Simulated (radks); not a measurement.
# Valence configurations of Ru

Aim: which of several valence configurations of Ru lies lowest at this level, and whether it is the one NIST lists ([Kr] 4d7 5s1).

The numbers are computed with radks (a radial shooting solver on a logarithmic mesh, Libxc functionals) version 1 (scalar-relativistic Kohn-Sham, SCAN, spin-polarised, spherical densities, finite nucleus; open shells are filled with parallel spins first), except any that are marked as measured or tabulated.

1 further run of the same task is left out (it didn't finish).

### Step 1. The atom as given

| Property | Result |
| --- | --- |
| element | ruthenium (Z = 44) |
| charge | 0 |
| electrons | 44 |
| configuration | [Kr] 4d7 5s1 |
| nuclear rms radius | 4.4809 fm |
| others tried | 4d7 5s0.5 5p0.5; 4d8; 4d7.5 5s0.5; 4d6 5s1 5p1; 4d5 5s1 5p2; 4d5 5p3; 4d6.5 5s1.5; 4d6.5 5s0.5 5p1 |

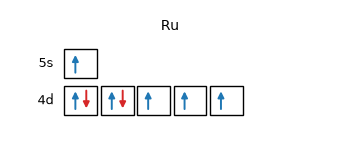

Occupation of the outer shells (arrows by Hund's rule).

### Step 2. [Kr] 4d7 5s1

The run's settings:

```text
Z 44
configuration [Kr] 4d7 5s1
relativity scalar-relativistic
functional scan,scan
spin polarised
nucleus finite rms 4.4809 fm
c 137.035999084
```

### Step 3. [Kr] 4d7 5s0.5 5p0.5

Changes since step 2:

```diff
@@ -1,3 +1,3 @@
 Z 44
-configuration [Kr] 4d7 5s1
+configuration [Kr] 4d7 5s0.5 5p0.5
 relativity scalar-relativistic
```

### Step 4. [Kr] 4d8

The run's settings:

```text
Z 44
configuration [Kr] 4d8
relativity scalar-relativistic
functional scan,scan
spin polarised
nucleus finite rms 4.4809 fm
c 137.035999084
```

### Step 5. [Kr] 4d7.5 5s0.5

Changes since step 4:

```diff
@@ -1,3 +1,3 @@
 Z 44
-configuration [Kr] 4d8
+configuration [Kr] 4d7.5 5s0.5
 relativity scalar-relativistic
```

### Step 6. [Kr] 4d6 5s1 5p1

Changes since step 5:

```diff
@@ -1,3 +1,3 @@
 Z 44
-configuration [Kr] 4d7.5 5s0.5
+configuration [Kr] 4d6 5s1 5p1
 relativity scalar-relativistic
```

### Step 7. [Kr] 4d5 5s1 5p2

Changes since step 6:

```diff
@@ -1,3 +1,3 @@
 Z 44
-configuration [Kr] 4d6 5s1 5p1
+configuration [Kr] 4d5 5s1 5p2
 relativity scalar-relativistic
```

### Step 8. [Kr] 4d5 5p3

Changes since step 7:

```diff
@@ -1,3 +1,3 @@
 Z 44
-configuration [Kr] 4d5 5s1 5p2
+configuration [Kr] 4d5 5p3
 relativity scalar-relativistic
```

### Step 9. [Kr] 4d6.5 5s1.5

Changes since step 8:

```diff
@@ -1,3 +1,3 @@
 Z 44
-configuration [Kr] 4d5 5p3
+configuration [Kr] 4d6.5 5s1.5
 relativity scalar-relativistic
```

### Step 10. [Kr] 4d6.5 5s0.5 5p1

The run's settings:

```text
Z 44
configuration [Kr] 4d6.5 5s0.5 5p1
relativity scalar-relativistic
functional scan,scan
spin polarised
nucleus finite rms 4.4809 fm
c 137.035999084
```

Before running it: what results should come out? Wanted: for each run, valence; E − E(NIST configuration); moment; highest level; its energy; 1s shift.

As calculated:

```csv
valence,E − E(NIST configuration) (eV),moment (μB),highest level,its energy (eV),1s shift (eV)
4d7 5s1,0.000,4,4d down,-3.525,+0.00
4d6.5 5s1.5,0.391,4,5s down,-3.911,-1.74
4d7.5 5s0.5,0.815,3,4d down,-2.881,+1.40
4d8,1.456,2,4d down,-2.279,+2.68
4d7 5s0.5 5p0.5,2.047,4,5p up,-1.591,-0.78
4d6 5s1 5p1,3.039,6,5p up,-2.566,-4.67
4d6.5 5s0.5 5p1,3.554,5,5p up,-2.367,-2.99
4d5 5s1 5p2,7.501,8,5p up,-3.755,-9.59
4d5 5p3,12.840,8,5p up,-4.290,-10.86
```

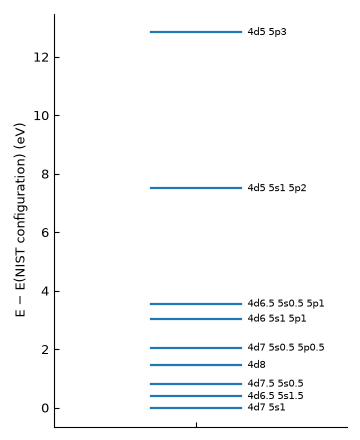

Energies of the configurations.

In words: The NIST configuration is the lowest of those tried, 0.391 eV under 4d6.5 5s1.5. The energies are those of spherical high-spin densities, not of single terms. The 1s eigenvalue shifts by up to 10.86 eV as the valence charge is rearranged.
